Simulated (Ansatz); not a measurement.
## Nudged elastic band, with input and output: SnH2Cl2

- system: SnH2Cl2
- method: RKS LDA/def2-SVP (Ansatz 0.2.0)

It belongs to a series of runs on one base structure; here: band between the two ends.

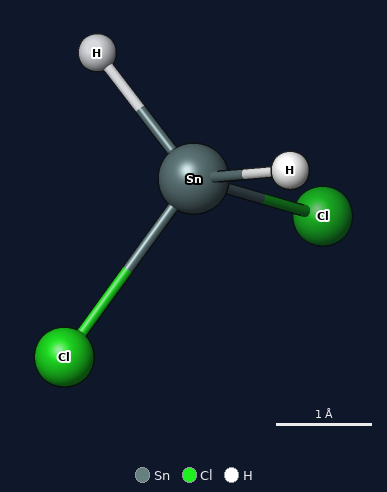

Figure 1. The structure as given in the input (ball-and-stick view, seen at a tilt). Sticks mark near contacts. Bond lengths as drawn: Cl–Sn 2.33 Å and H–Sn 1.71 Å.

Results in brief

```csv
quantity,value
outcome,converged
"barrier, forward",1.433 eV
"barrier, backward",1.037 eV
hardware,"1 thread of Arm Neoverse V1, 24 GiB of memory available, shared host"
wall time,1.7 min
peak memory,0.13 GiB
```

Remarks

The order of the saddle point was not checked.

Input
```yaml
crystal:
  periodic: [false, false, false]
  atoms:
    - { symbol: Sn, position_ang: [0.362025, 0.040699, 0.077308] }
    - { symbol: Cl, position_ang: [0.69116, -0.02736, 2.386425] }
    - { symbol: H, position_ang: [1.898386, -0.081466, -0.665053] }
    - { symbol: H, position_ang: [-0.627345, 1.394369, -0.263234] }
    - { symbol: Cl, position_ang: [-0.847225, -1.873041, -0.490145] }
basis:
  gaussian: { orbitals: def2-SVP }
hamiltonian:
  xc: lda
neb:
  order_check: false
  images: 5
  f_tol: 0.05
  max_iterations: 60
  final_atoms:
    - { symbol: Sn, position_ang: [0.64627082, 0.9296118, -0.65410348] }
    - { symbol: Cl, position_ang: [1.24077332, -0.08957405, 1.67650585] }
    - { symbol: H, position_ang: [0.59162701, -1.1466092, 0.72536339] }
    - { symbol: H, position_ang: [-0.98611323, 1.34999972, -0.04267159] }
    - { symbol: Cl, position_ang: [-0.01555693, -1.59022726, -0.65979316] }
  initial_path:
    images:
      - { positions_ang: [[0.362025, 0.040699, 0.077308], [0.69116, -0.02736, 2.386425], [1.898386, -0.081466, -0.665053], [-0.627345, 1.394369, -0.263234], [-0.847225, -1.873041, -0.490145]] }
      - { positions_ang: [[0.24153384, 0.02695681, 0.05118838], [0.96408879, -0.01672363, 2.30034007], [1.90429731, -0.05413718, -0.34127655], [-0.69077263, 1.40218156, -0.37078321], [-0.94214631, -1.90507656, -0.59416769]] }
      - { positions_ang: [[0.12104269, 0.01321461, 0.02506875], [1.23701759, -0.00608726, 2.21425515], [1.91020861, -0.02680836, -0.0175001], [-0.75420025, 1.40999412, -0.47833243], [-1.03706763, -1.93711211, -0.69819037]] }
      - { positions_ang: [[0.00055153, -0.00052758, -0.00105087], [1.50994638, 0.00454911, 2.12817022], [1.91611992, 0.00052047, 0.30627635], [-0.81762788, 1.41780668, -0.58588164], [-1.13198894, -1.96914767, -0.80221306]] }
      - { positions_ang: [[0.21579129, 0.30951888, -0.21873507], [1.42022203, -0.02682528, 1.97761543], [1.47462228, -0.38185609, 0.44597203], [-0.87378966, 1.39520436, -0.40481162], [-0.75984494, -1.84284087, -0.75473976]] }
      - { positions_ang: [[0.43103105, 0.61956534, -0.43641928], [1.33049768, -0.05819966, 1.82706064], [1.03312465, -0.76423265, 0.58566771], [-0.92995145, 1.37260204, -0.22374161], [-0.38770093, -1.71653407, -0.70726646]] }
      - { positions_ang: [[0.64627082, 0.9296118, -0.65410348], [1.24077332, -0.08957405, 1.67650585], [0.59162701, -1.1466092, 0.72536339], [-0.98611323, 1.34999972, -0.04267159], [-0.01555693, -1.59022726, -0.65979316]] }
```

Run as:
```bash
ansatz run input.yaml --threads 1 --pin off --max-ram 2048MiB --backend cpu --events-out ev --progress --plain --runs-dir out
```

Output
```
Engine: ansatz 0.2.0, aarch64-unknown-linux-gnu
Functional definition: SPW92
  exchange = slater_x
  correlation = pw_c
797 factors; their error is unknown
mean field evaluation 1: about -30811.5107 eV, gradient 1.8e1 eV
mean field evaluation 2: about -30810.6230 eV, gradient 2.6e1 eV
mean field evaluation 4: about -30812.3858 eV, gradient 7.2e-1 eV
mean field evaluation 8: about -30812.3639 eV, gradient 5.1e-2 eV
mean field -30812.36393921 eV, -1132.3334893955 hartree, gradient 1.3e-5 eV, S^2 0.000000; 0 other end points of the search recorded, 0 dependent functions left out
the calculation of the forces begins
reference -30812.36397191 eV, -1132.3334905972 hartree; 29, 29 occupied and 43, 43 virtual orbitals, 797 factors
797 factors; their error is unknown
mean field evaluation 16: about -30811.3156 eV, gradient 1.5e1 eV
mean field -30811.96792478 eV, -1132.3189361337 hartree, gradient 1.3e-5 eV, S^2 0.000000; 0 other end points of the search recorded, 0 dependent functions left out
[... from here on the field's lines of each further geometry are left out, up to the last ...]
NEB iter   1: max|band force component| = 3.129e0 eV/Å  barrier→ = 2.6411 eV  barrier← = 2.2451 eV  Δτ_max = 0.1959 Å  (182 SCF iters)
NEB iter   2: max|band force component| = 1.565e0 eV/Å  barrier→ = 1.7164 eV  barrier← = 1.3203 eV  Δτ_max = 0.2000 Å  (147 SCF iters)
NEB iter   3: max|band force component| = 1.429e0 eV/Å  barrier→ = 1.6782 eV  barrier← = 1.2822 eV  Δτ_max = 0.1941 Å  (138 SCF iters)
NEB iter   4: max|band force component| = 1.242e0 eV/Å  barrier→ = 1.5872 eV  barrier← = 1.1912 eV  Δτ_max = 0.1985 Å  (138 SCF iters)
NEB iter   5: max|band force component| = 2.063e0 eV/Å  barrier→ = 1.3880 eV  barrier← = 0.9920 eV  Δτ_max = 0.0992 Å  (140 SCF iters)
NEB iter   6: max|band force component| = 1.070e0 eV/Å  barrier→ = 1.3766 eV  barrier← = 0.9806 eV  Δτ_max = 0.0992 Å  (130 SCF iters)
NEB iter   7: max|band force component| = 1.204e0 eV/Å  barrier→ = 1.4136 eV  barrier← = 1.0176 eV  Δτ_max = 0.0498 Å  (130 SCF iters)
NEB iter   8: max|band force component| = 3.858e-1 eV/Å  barrier→ = 1.4191 eV  barrier← = 1.0230 eV  CI = image 2  Δτ_max = 0.1021 Å  (125 SCF iters)
NEB iter   9: max|band force component| = 2.648e-1 eV/Å  barrier→ = 1.4336 eV  barrier← = 1.0376 eV  CI = image 2  Δτ_max = 0.1957 Å  (129 SCF iters)
NEB iter  10: max|band force component| = 1.302e0 eV/Å  barrier→ = 1.4333 eV  barrier← = 1.0373 eV  CI = image 2  Δτ_max = 0.0984 Å  (131 SCF iters)
NEB iter  11: max|band force component| = 4.425e-1 eV/Å  barrier→ = 1.4331 eV  barrier← = 1.0371 eV  CI = image 2  Δτ_max = 0.1933 Å  (125 SCF iters)
NEB iter  12: max|band force component| = 2.269e-1 eV/Å  barrier→ = 1.4331 eV  barrier← = 1.0371 eV  CI = image 2  Δτ_max = 0.1068 Å  (122 SCF iters)
NEB iter  13: max|band force component| = 1.752e-1 eV/Å  barrier→ = 1.4331 eV  barrier← = 1.0371 eV  CI = image 2  Δτ_max = 0.0866 Å  (108 SCF iters)
NEB iter  14: max|band force component| = 1.245e-1 eV/Å  barrier→ = 1.4331 eV  barrier← = 1.0371 eV  CI = image 2  Δτ_max = 0.0226 Å  (107 SCF iters)
NEB iter  15: max|band force component| = 6.805e-2 eV/Å  barrier→ = 1.4331 eV  barrier← = 1.0371 eV  CI = image 2  Δτ_max = 0.0059 Å  (106 SCF iters)
the calculation of the forces begins
reference -30811.68486264 eV, -1132.3085337920 hartree; 29, 29 occupied and 43, 43 virtual orbitals, 797 factors
797 factors; their error is unknown
mean field evaluation 640: about -30810.9309 eV, gradient 1.8e-2 eV
mean field -30810.93086241 eV, -1132.2808247946 hartree, gradient 1.0e-5 eV, S^2 0.000000; 1 other end points of the search recorded, 0 dependent functions left out
the calculation of the forces begins
reference -30810.93089415 eV, -1132.2808259611 hartree; 29, 29 occupied and 43, 43 virtual orbitals, 797 factors
NEB iter  16: max|band force component| = 1.850e-2 eV/Å  barrier→ = 1.4331 eV  barrier← = 1.0371 eV  CI = image 2  Δτ_max = 0.0000 Å  (224 SCF iters)
```

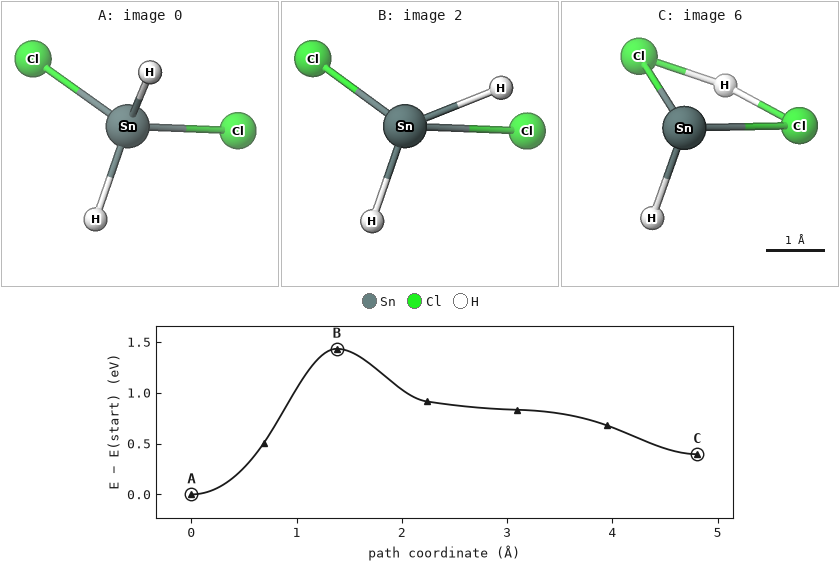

Figure 2. Images of the last band (counted from 0; ball-and-stick, seen at a tilt) above the energy along the path; the line is a cubic interpolation that uses the forces. The highest image is number 2, 1.433 eV above the start and 1.037 eV above the end (the climbing image); the end lies 0.396 eV above the start. The path is 4.80 Å long. The band converged in 16 iterations.

```
Total energy: -30810.93089415 eV, -1132.2808259611 hartree
Atom 0 at     0.280890     0.083287    -0.406267 Å, force     0.000106     0.000497     0.000185 eV/Å
Atom 1 at     1.234897    -0.037041     1.999915 Å, force    -0.000034     0.000043    -0.000195 eV/Å
Atom 2 at     1.899927    -0.091570     0.330729 Å, force     0.000014    -0.000041     0.000066 eV/Å
Atom 3 at    -0.899724     1.347903    -0.265870 Å, force     0.000141    -0.000118     0.000005 eV/Å
Atom 4 at    -1.038988    -1.849378    -0.613206 Å, force    -0.000227    -0.000381    -0.000061 eV/Å
Dipole moment:     0.141824     0.362989    -0.348061 e Å
this run last wrote the band of iteration 16 to [file]
```

The last band as extended XYZ (Å, eV, eV/Å)
```
5
Properties=species:S:1:pos:R:3:forces:R:3 image=0 energy=-30812.36394
Sn    0.3620    0.0407    0.0773   -0.0052  -0.0047   0.0002
Cl    0.6912   -0.0274    2.3864   -0.0001   0.0010   0.0016
H     1.8984   -0.0815   -0.6651    0.0025   0.0002  -0.0023
H    -0.6273    1.3944   -0.2632    0.0007   0.0005   0.0003
Cl   -0.8472   -1.8730   -0.4901    0.0021   0.0030   0.0001
5
Properties=species:S:1:pos:R:3:forces:R:3 image=1 energy=-30811.85570
Sn    0.2950    0.0556   -0.0700    0.0455  -0.0507   0.7811
Cl    1.0027   -0.0132    2.1880   -0.5779   0.0249   0.4578
H     1.9730   -0.0970   -0.1749    0.1661  -0.0034  -1.1320
H    -0.8112    1.3441   -0.3086    0.2050  -0.0077  -0.0957
Cl   -0.9824   -1.8363   -0.5892    0.1614   0.0369  -0.0113
5
Properties=species:S:1:pos:R:3:forces:R:3 image=2 energy=-30810.93086
Sn    0.2809    0.0833   -0.4063    0.0001   0.0005   0.0002
Cl    1.2349   -0.0370    1.9999    0.0000   0.0000  -0.0002
H     1.8999   -0.0916    0.3307    0.0000   0.0000   0.0001
H    -0.8997    1.3479   -0.2659    0.0001  -0.0001   0.0000
Cl   -1.0390   -1.8494   -0.6132   -0.0002  -0.0004  -0.0001
5
Properties=species:S:1:pos:R:3:forces:R:3 image=3 energy=-30811.44904
Sn    0.1816    0.1740   -0.8373   -0.0324   0.0232  -0.1014
Cl    1.2872    0.0043    1.8072    0.0311   0.0122  -0.0593
H     2.2137   -0.2234    0.9089    0.0690  -0.0269   0.1330
H    -1.0539    1.2937   -0.1904   -0.0428  -0.0162   0.0238
Cl   -1.1516   -1.7955   -0.6431   -0.0250   0.0077   0.0038
5
Properties=species:S:1:pos:R:3:forces:R:3 image=4 energy=-30811.53097
Sn    0.1728    0.5054   -0.9891    0.0016   0.0022  -0.0133
Cl    1.2479    0.1344    1.6214    0.0176  -0.0021  -0.0161
H     1.9940   -0.8769    1.2663   -0.0229  -0.0033   0.0133
H    -1.0948    1.3510   -0.0375   -0.0096   0.0011   0.0119
Cl   -0.8429   -1.6607   -0.8158    0.0133   0.0022   0.0043
5
Properties=species:S:1:pos:R:3:forces:R:3 image=5 energy=-30811.68483
Sn    0.3965    0.7548   -0.8840    0.0168   0.0543   0.0130
Cl    1.2915    0.0112    1.7169    0.1167   0.0217  -0.0241
H     1.2217   -1.1602    1.1145   -0.2608  -0.0413  -0.1280
H    -1.0615    1.3976   -0.0596   -0.0336  -0.0119   0.0070
Cl   -0.3712   -1.5502   -0.8425    0.1609  -0.0228   0.1321
5
Properties=species:S:1:pos:R:3:forces:R:3 image=6 energy=-30811.96793
Sn    0.6463    0.9296   -0.6541   -0.0047   0.0054   0.0022
Cl    1.2408   -0.0896    1.6765    0.0055   0.0044   0.0102
H     0.5916   -1.1466    0.7254   -0.0018   0.0007  -0.0056
H    -0.9861    1.3500   -0.0427    0.0047   0.0002  -0.0024
Cl   -0.0156   -1.5902   -0.6598   -0.0036  -0.0107  -0.0044
```
